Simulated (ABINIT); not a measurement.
**CdSe (F-43m): G0W0 in ABINIT against the k mesh**

How does the gap of CdSe (F-43m) converge in the k mesh?

Method: PBE and many-body steps on it, plane waves, in ABINIT 10.8.3.

### 1. The starting structure

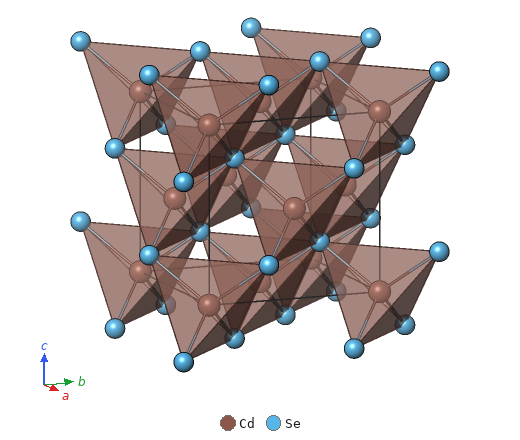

The starting structure, seen slightly off an axis (cadmium brown, selenium blue). This picture shows the conventional cell, with its axes. Some periodic images of atoms are drawn too.

The cell and positions are those that the Materials Project relaxed with its own functionals (PBE, PBE+U or r2SCAN), kept fixed.

### 2. Empty states on the mesh, 4×4×4 mesh, 312 bands

This step: ABINIT 10.8.3; DFT, PBE, plane waves, norm-conserving pseudopotentials.

The sums over transitions need many empty states on a uniform mesh; this step solves for them.

run.abi reads:

```
acell 3*1.0 Angstrom
rprim 
  -0.000000000000 3.070271198600 3.070271198600
  3.070271198600 -0.000000000000 3.070271198600
  3.070271198600 3.070271198600 0.000000000000
ntypat 2
znucl 48 34
natom 2
typat 1 2
xred 
  0.000000000000 0.000000000000 0.000000000000
  0.750000000000 0.750000000000 0.750000000000
pp_dirpath "pseudos"
pseudos "Cd.upf, Se.upf"
ecut 47
ngkpt 4 4 4
nshiftk 1
shiftk 0 0 0
kptopt 1
chksymbreak 0
iscf -2
irdden 1
istwfk *1
nband 312
nbdbuf 28
tolwfr 1e-09
nstep 60
prtvol 0
indata_prefix "in"
outdata_prefix "out"
tmpdata_prefix "tmp"
```

The run is started by

```bash
OMP_NUM_THREADS=1 mpirun -n 8 abinit run.abi > log
```

Numbers of over 12 decimals in the logs are rounded to 6 here.

What it wrote:

```text
.Version 10.8.3 of ABINIT. v10.8.2 released Aug 2026.

 Symmetries : space group F-4 3 m (#216); Bravais cF (face-center cubic)
[... echo of the input left out ...]
== DATASET  1 ==================================================================
-   mpi_nproc: 8, omp_nthreads: 1 (-1 if OMP is not activated)

--- !DatasetInfo
iteration_state: {dtset: 1, }
dimensions: {natom: 2, nkpt: 8, mband: 312, nsppol: 1, nspinor: 1, nspden: 1, mpw: 6030, }
cutoff_energies: {ecut:  47.0, pawecutdg:  -1.0, }
[...]
5.87524    5.87605    5.87605    5.87605    5.89752    5.89752    5.89752    5.93761
   5.93761    5.93761    6.00775    6.00776    6.00777    6.02305    6.05635    6.05690
 prteigrs : prtvol=0 or 1, do not print more k-points.

== END DATASET(S) ==============================================================
================================================================================

 -outvars: echo values of variables after computation  --------
            nband         312
             nkpt           8
          spgroup         216
 [... the other variables as echoed above ...]

 Calculation completed.
```

It took 2.7 min on 8 MPI ranks of AMD EPYC 7R43, shared host; peak memory 1.1 GiB.

Numbers from this step:

| Quantity | Value |
| --- | --- |
| gap | 0.5475 eV |
| k of the valence top | 0, 0, 0 |
| k of the conduction bottom | 0, 0, 0 |
| least direct gap | 0.5475 eV |
| k points computed | 8 |
| lowest point of the top converged band, above the valence top | 150.5195 eV |

On this mesh the gap is 0.547 eV.

The density comes from a self-consistent run that is not shown.

### 3. Empty states on the mesh, 2×2×2 mesh, 93 bands

run.abi, as its differences from that of step 2:

```diff
@@ -15,3 +15,3 @@
 ecut 47
-ngkpt 4 4 4
+ngkpt 2 2 2
 nshiftk 1
@@ -23,4 +23,4 @@
 istwfk *1
-nband 312
-nbdbuf 28
+nband 93
+nbdbuf 8
 tolwfr 1e-09
```

What it wrote:

```text
.Version 10.8.3 of ABINIT. v10.8.2 released Aug 2026.

 Symmetries : space group F-4 3 m (#216); Bravais cF (face-center cubic)
[... echo of the input left out ...]
== DATASET  1 ==================================================================
-   mpi_nproc: 8, omp_nthreads: 1 (-1 if OMP is not activated)
-    --> not optimal distribution: autoparal keyword recommended in input file <--

--- !DatasetInfo
iteration_state: {dtset: 1, }
dimensions: {natom: 2, nkpt: 3, mband: 93, nsppol: 1, nspinor: 1, nspden: 1, mpw: 5996, }
cutoff_energies: {ecut:  47.0, pawecutdg:  -1.0, }
[...]
2.01750    2.14952    2.14952    2.14952    2.19970    2.19970    2.19970    2.23830
   2.23830    2.27450    2.41835    2.41835    2.41835    2.43915    2.48338    2.48338
   2.48338    2.54249    2.54250    2.54341    2.54507
 prteigrs : prtvol=0 or 1, do not print more k-points.

== END DATASET(S) ==============================================================
================================================================================

 -outvars: echo values of variables after computation  --------
            nband          93
             nkpt           3
          spgroup         216
 [... the other variables as echoed above ...]

 Calculation completed.
```

The job ended after 35 s (8 MPI ranks; peak memory 0.65 GiB; 4.6 min of CPU time).

Numbers from this step:

```
gap                                                           : 0.5475 eV
k of the valence top                                          : 0, 0, 0
k of the conduction bottom                                    : 0, 0, 0
least direct gap                                              : 0.5475 eV
k points computed                                             : 3
lowest point of the top converged band, above the valence top : 57.0694 eV
```

On this mesh the gap is 0.547 eV.

### 4. Empty states on the mesh, 6×6×6 mesh, 93 bands

run.abi, as its differences from that of step 3:

```diff
@@ -15,3 +15,3 @@
 ecut 47
-ngkpt 2 2 2
+ngkpt 6 6 6
 nshiftk 1
```

What it wrote:

```text
.Version 10.8.3 of ABINIT. v10.8.2 released Aug 2026.

 Symmetries : space group F-4 3 m (#216); Bravais cF (face-center cubic)
[... echo of the input left out ...]
== DATASET  1 ==================================================================
-   mpi_nproc: 8, omp_nthreads: 1 (-1 if OMP is not activated)

--- !DatasetInfo
iteration_state: {dtset: 1, }
dimensions: {natom: 2, nkpt: 16, mband: 93, nsppol: 1, nspinor: 1, nspden: 1, mpw: 6046, }
cutoff_energies: {ecut:  47.0, pawecutdg:  -1.0, }
[...]
2.01750    2.14952    2.14952    2.14952    2.19970    2.19970    2.19970    2.23830
   2.23830    2.27450    2.41835    2.41835    2.41835    2.43915    2.48338    2.48338
   2.48338    2.54249    2.54250    2.54341    2.54507
 prteigrs : prtvol=0 or 1, do not print more k-points.

== END DATASET(S) ==============================================================
================================================================================

 -outvars: echo values of variables after computation  --------
            nband          93
             nkpt          16
          spgroup         216
 [... the other variables as echoed above ...]

 Calculation completed.
```

Wall time 82 s (8 MPI ranks); peak memory 0.82 GiB; 11 min of CPU time.

This step gave:

* gap: 0.5475 eV
* k of the valence top: 0, 0, 0
* k of the conduction bottom: 0, 0, 0
* least direct gap: 0.5475 eV
* k points computed: 16
* lowest point of the top converged band, above the valence top: 57.0694 eV

On this mesh the gap is 0.547 eV.

### 5. Screening, 2×2×2 mesh, 85 bands, screening to 130.6 eV

The RPA dielectric matrix is built and inverted for each q.

This step: RPA screening on PBE, plane waves, norm-conserving pseudopotentials.

run.abi, as its differences from that of step 4:

```diff
@@ -15,3 +15,3 @@
 ecut 47
-ngkpt 6 6 6
+ngkpt 2 2 2
 nshiftk 1
@@ -20,10 +20,11 @@
 chksymbreak 0
-iscf -2
-irdden 1
 istwfk *1
-nband 93
-nbdbuf 8
-tolwfr 1e-09
-nstep 60
-prtvol 0
+occopt 1
+irdwfk 1
+optdriver 3
+nband 85
+ecuteps 4.8
+inclvkb 2
+awtr 1
+symchi 1
 indata_prefix "in"
```

What it wrote:

```text
.Version 10.8.3 of ABINIT. v10.8.2 released Aug 2026.

 Symmetries : space group F-4 3 m (#216); Bravais cF (face-center cubic)
[... echo of the input left out ...]
== DATASET  1 ==================================================================
-   mpi_nproc: 8, omp_nthreads: 1 (-1 if OMP is not activated)

--- !DatasetInfo
iteration_state: {dtset: 1, }
dimensions: {natom: 2, nkpt: 3, mband: 85, nsppol: 1, nspinor: 1, nspden: 1, mpw: 5996, }
cutoff_energies: {ecut:  47.0, pawecutdg:  -1.0, }
electrons: {nelect:   3.60000000E+01, charge:   0.00000000E+00, occopt:   1.00000000E+00, tsmear:   1.00000000E-02, }

 SCREENING: Calculation of the susceptibility and dielectric matrices

 Based on a program developped by R.W. Godby, V. Olevano, G. Onida, and L. Reining.
 Incorporated in ABINIT by V. Olevano, G.-M. Rignanese, and M. Torrent.
.Using double precision arithmetic ; gwpc =  8

[... cell and pseudopotentials left out ...]
--------------------------------------------------------------------------------

 ==== K-mesh for the wavefunctions ====
 Number of points in the irreducible wedge :     3
[... list of points left out ...]
 Together with 24 symmetry operations and time-reversal symmetry
 yields     8 points in the full Brillouin Zone.

 ==== Q-mesh for the screening function ====
 Number of points in the irreducible wedge :     3
[... list of points left out ...]
 Together with 24 symmetry operations and time-reversal symmetry
 yields     8 points in the full Brillouin Zone.

 setmesh: FFT mesh size selected  =    36x   36x   36
          total number of points  =        46656

 vcoul_init : cutoff-mode = AUXILIARY_FUNCTION
 q-points for optical limit:   1
     1)      0.000010    0.000020    0.000030

- screening: taking advantage of time-reversal symmetry
- Maximum band index for partially occupied states nbvw = 18
- Remaining bands to be divided among processors   nbcw = 67
- Number of bands treated by each node ~8

 Number of electrons calculated from density =   36.0000; Expected =   36.0000
 average of density, n =  0.092161
 r_s =    1.3734
 omega_plasma =   29.2839 [eV]

 calculating chi0 at frequencies [eV] :
  1    0.000000E+00    0.000000E+00
  2    0.000000E+00    2.928387E+01

--------------------------------------------------------------------------------
  q-point number  1        q = ( 0.000000, 0.000000, 0.000000) [r.l.u.]
--------------------------------------------------------------------------------
[... chi0 elements left out ...]
 For q-point:  0.000010 0.000020 0.000030
  dielectric constant = 335.9384
  dielectric constant without local fields = 406.4720

  Average fulfillment of the sum rule on Im[epsilon] for q-point    1 :     45.15  [%]
[... wings left out ...]
  q-point number  2        q = ( 0.500000, 0.000000, 0.000000) [r.l.u.]
--------------------------------------------------------------------------------
[... chi0 elements left out ...]
  Average fulfillment of the sum rule on Im[epsilon] for q-point    2 :     52.37  [%]

 [... 1 further q-points ...]
```

The job ended after 6 s (8 MPI ranks; peak memory 0.69 GiB; 46 s of CPU time).

Numbers from this step:

```
ε∞ with local fields, on this mesh, along the program's q direction : 335.9
the same without local fields                                       : 406.5
plasma frequency                                                    : 29.28 eV
plane waves in the screening matrix                                 : 181
```

Local fields lower ε∞ by 17 %. The value itself is an artefact of the mesh, where one narrow direct gap carries too much weight.

### 6. 2×2×2

This step: G0W0 on PBE, plane waves, norm-conserving pseudopotentials.

run.abi, as its differences from that of step 5:

```diff
@@ -23,8 +23,15 @@
 irdwfk 1
-optdriver 3
+optdriver 4
 nband 85
+gwcalctyp 0
+ecutsigx 47
+symsigma 1
+nkptgw 1
+kptgw 
+  0.0000000000 0.0000000000 0.0000000000
+bdgw 
+  16 22
 ecuteps 4.8
-inclvkb 2
-awtr 1
-symchi 1
+irdscr 1
+ppmodel 1
 indata_prefix "in"
```

What it wrote:

```text
.Version 10.8.3 of ABINIT. v10.8.2 released Aug 2026.

 Symmetries : space group F-4 3 m (#216); Bravais cF (face-center cubic)
[... echo of the input left out ...]
== DATASET  1 ==================================================================
-   mpi_nproc: 8, omp_nthreads: 1 (-1 if OMP is not activated)

--- !DatasetInfo
iteration_state: {dtset: 1, }
dimensions: {natom: 2, nkpt: 3, mband: 85, nsppol: 1, nspinor: 1, nspden: 1, mpw: 5996, }
cutoff_energies: {ecut:  47.0, pawecutdg:  -1.0, }
electrons: {nelect:   3.60000000E+01, charge:   0.00000000E+00, occopt:   1.00000000E+00, tsmear:   1.00000000E-02, }

 SIGMA: Calculation of the GW corrections

 Based on a program developped by R.W. Godby, V. Olevano, G. Onida, and L. Reining.
 Incorporated in ABINIT by V. Olevano, G.-M. Rignanese, and M. Torrent.
.Using double precision arithmetic ; gwpc =  8

[... cell and pseudopotentials left out ...]
--------------------------------------------------------------------------------

 ==== K-mesh for the wavefunctions ====
 Number of points in the irreducible wedge :     3
[... list of points left out ...]
 Together with 24 symmetry operations and time-reversal symmetry
 yields     8 points in the full Brillouin Zone.

 ==== Q-mesh for screening function ====
 Number of points in the irreducible wedge :     3
[... list of points left out ...]
 Together with 24 symmetry operations and time-reversal symmetry
 yields     8 points in the full Brillouin Zone.

 vcoul_init : cutoff-mode = AUXILIARY_FUNCTION
 q-points for optical limit:   1
     1)      0.000010    0.000020    0.000030
 setmesh: FFT mesh size selected  =    54x   54x   54
          total number of points  =       157464

 Number of electrons calculated from density =   36.0000; Expected =   36.0000
 average of density, n =  0.092161
 r_s =    1.3734
 omega_plasma =   29.2839 [eV]

 === KS Band Gaps ===
  >>>> For spin  1
   Minimum direct gap =   0.5475 [eV], located at k-point      :   0.0000  0.0000  0.0000
   Fundamental gap    =   0.5475 [eV], Top of valence bands at :   0.0000  0.0000  0.0000
                                       Bottom of conduction at :   0.0000  0.0000  0.0000
 SIGMA fundamental parameters:
 PLASMON POLE MODEL  1
 number of plane-waves for SigmaX                 5985
 number of plane-waves for SigmaC and W            181
 number of plane-waves for wavefunctions          5985
 number of bands                                    85
 number of independent spin polarizations            1
 number of spinorial components                      1
 number of k-points in IBZ                           3
 number of q-points in IBZ                           3
 number of symmetry operations                      24
 number of k-points in BZ                            8
 number of q-points in BZ                            8
 number of frequencies for dSigma/dE                 9
 frequency step for dSigma/dE [eV]                0.25
 number of omega for Sigma on real axis              0
 max omega for Sigma on real axis  [eV]           0.00
 zcut for avoiding poles [eV]                     0.10

 EPSILON^-1 parameters (SCR file):
 dimension of the eps^-1 matrix on file            181
 dimension of the eps^-1 matrix used               181
 number of plane-waves for wavefunctions          5985
 number of bands                                    85
 number of q-points in IBZ                           3
 number of frequencies                               2
 number of real frequencies                          1
 number of imag frequencies                          1

 matrix elements of self-energy operator (all in [eV])

 Perturbative Calculation

--- !SelfEnergy_ee
iteration_state: {dtset: 1, }
kpoint     : [   0.000,    0.000,    0.000, ]
spin       : 1
KS_gap     :    0.547
QP_gap     :    1.600
Delta_QP_KS:    1.053
data: !SigmaeeData |
     Band     E0 <VxcDFT>   SigX SigC(E0)      Z dSigC/dE  Sig(E)    E-E0       E
       16   3.690 -15.412 -19.112   2.835   0.803  -0.245 -16.106  -0.694   2.996
       17   3.690 -15.412 -19.112   2.835   0.803  -0.245 -16.106  -0.694   2.996
       18   3.690 -15.412 -19.112   2.835   0.803  -0.245 -16.106  -0.694   2.996
       19   4.238 -11.336  -6.997  -3.903   0.822  -0.216 -10.977   0.358   4.596
       20   9.634 -10.099  -5.156  -4.248   0.820  -0.219  -9.529   0.570  10.204
       21   9.634 -10.099  -5.156  -4.248   0.820  -0.219  -9.529   0.570  10.204
       22   9.634 -10.099  -5.156  -4.248   0.820  -0.219  -9.529   0.570  10.204

== END DATASET(S) ==============================================================
================================================================================

 -outvars: echo values of variables after computation  --------
           etotal      0.0000000000E+00
            nband          85
             nkpt           3
          spgroup         216
 [... the other variables as echoed above ...]

 Calculation completed.
```

Run time: 4.9 s. Hardware: 8 MPI ranks; peak memory 0.46 GiB.

Numbers from this step:

```yaml
g0w0_gap_on_the_points_computed: 1.6 eV
starting_gap_on_the_mesh: 0.5475 eV
k_of_the_valence_top: 0, 0, 0
k_of_the_conduction_bottom: 0, 0, 0
z_at_the_valence_top: 0.803
z_at_the_conduction_bottom: 0.822
least_direct_g0w0_gap_on_the_computed_points: 1.6 eV
```

### 7. Screening, 4×4×4 mesh, 85 bands, screening to 130.6 eV

This step: RPA screening on PBE, plane waves, norm-conserving pseudopotentials.

run.abi, as its differences from that of step 6:

```diff
@@ -15,3 +15,3 @@
 ecut 47
-ngkpt 2 2 2
+ngkpt 4 4 4
 nshiftk 1
@@ -23,15 +23,8 @@
 irdwfk 1
-optdriver 4
+optdriver 3
 nband 85
-gwcalctyp 0
-ecutsigx 47
-symsigma 1
-nkptgw 1
-kptgw 
-  0.0000000000 0.0000000000 0.0000000000
-bdgw 
-  16 22
 ecuteps 4.8
-irdscr 1
-ppmodel 1
+inclvkb 2
+awtr 1
+symchi 1
 indata_prefix "in"
```

What it wrote:

```text
.Version 10.8.3 of ABINIT. v10.8.2 released Aug 2026.

 Symmetries : space group F-4 3 m (#216); Bravais cF (face-center cubic)
[... echo of the input left out ...]
== DATASET  1 ==================================================================
-   mpi_nproc: 8, omp_nthreads: 1 (-1 if OMP is not activated)

--- !DatasetInfo
iteration_state: {dtset: 1, }
dimensions: {natom: 2, nkpt: 8, mband: 85, nsppol: 1, nspinor: 1, nspden: 1, mpw: 6030, }
cutoff_energies: {ecut:  47.0, pawecutdg:  -1.0, }
electrons: {nelect:   3.60000000E+01, charge:   0.00000000E+00, occopt:   1.00000000E+00, tsmear:   1.00000000E-02, }

 SCREENING: Calculation of the susceptibility and dielectric matrices

 Based on a program developped by R.W. Godby, V. Olevano, G. Onida, and L. Reining.
 Incorporated in ABINIT by V. Olevano, G.-M. Rignanese, and M. Torrent.
.Using double precision arithmetic ; gwpc =  8

[... cell and pseudopotentials left out ...]
--------------------------------------------------------------------------------

 ==== K-mesh for the wavefunctions ====
 Number of points in the irreducible wedge :     8
[... list of points left out ...]
 Together with 24 symmetry operations and time-reversal symmetry
 yields    64 points in the full Brillouin Zone.

 ==== Q-mesh for the screening function ====
 Number of points in the irreducible wedge :     8
[... list of points left out ...]
 Together with 24 symmetry operations and time-reversal symmetry
 yields    64 points in the full Brillouin Zone.

 setmesh: FFT mesh size selected  =    36x   36x   36
          total number of points  =        46656

 vcoul_init : cutoff-mode = AUXILIARY_FUNCTION
 q-points for optical limit:   1
     1)      0.000010    0.000020    0.000030

- screening: taking advantage of time-reversal symmetry
- Maximum band index for partially occupied states nbvw = 18
- Remaining bands to be divided among processors   nbcw = 67
- Number of bands treated by each node ~8

 Number of electrons calculated from density =   36.0000; Expected =   36.0000
 average of density, n =  0.092161
 r_s =    1.3734
 omega_plasma =   29.2839 [eV]

 calculating chi0 at frequencies [eV] :
  1    0.000000E+00    0.000000E+00
  2    0.000000E+00    2.928387E+01

--------------------------------------------------------------------------------
  q-point number  1        q = ( 0.000000, 0.000000, 0.000000) [r.l.u.]
--------------------------------------------------------------------------------
[... chi0 elements left out ...]
 For q-point:  0.000010 0.000020 0.000030
  dielectric constant =  55.4621
  dielectric constant without local fields =  57.5834

  Average fulfillment of the sum rule on Im[epsilon] for q-point    1 :     45.95  [%]
[... wings left out ...]
  q-point number  2        q = ( 0.250000, 0.000000, 0.000000) [r.l.u.]
--------------------------------------------------------------------------------
[... chi0 elements left out ...]
  Average fulfillment of the sum rule on Im[epsilon] for q-point    2 :     58.34  [%]

 [... 6 further q-points ...]
```

Run time: 27 s. Hardware: 8 MPI ranks; peak memory 2.2 GiB.

This step gave:

| Item | Value |
| --- | --- |
| ε∞ with local fields, on this mesh, along the program's q direction | 55.46 |
| the same without local fields | 57.58 |
| plasma frequency | 29.28 eV |
| plane waves in the screening matrix | 181 |

[end of part 1 of 2]

[Paths, hosts, dates, memory and timing lines, banners, echoed tables and standing remarks are left out of the program output.]

[Logs are printed without paths, hosts, clocks, repeated set-up lines and the standing remarks that a program may print on its own settings, such as how far it seeks lower states.]

[Runs of the session that timed out or met a known fault of the program may be left out.]

[Hosts, paths, dates, database ids (printed as entryN), source tags and the programs' standing remarks are cut or masked in the printed files.]

[G0W0 gaps are taken among the corrected bands and points alone; a level outside them can change the order at an edge.]

[Where Ansatz stands beside ABINIT at settings called matched, ABINIT's density can come from a denser mesh and the files from another edition; pairs whose starting gaps differed by over 0.03 eV were left out, so agreement reads better than it is.]
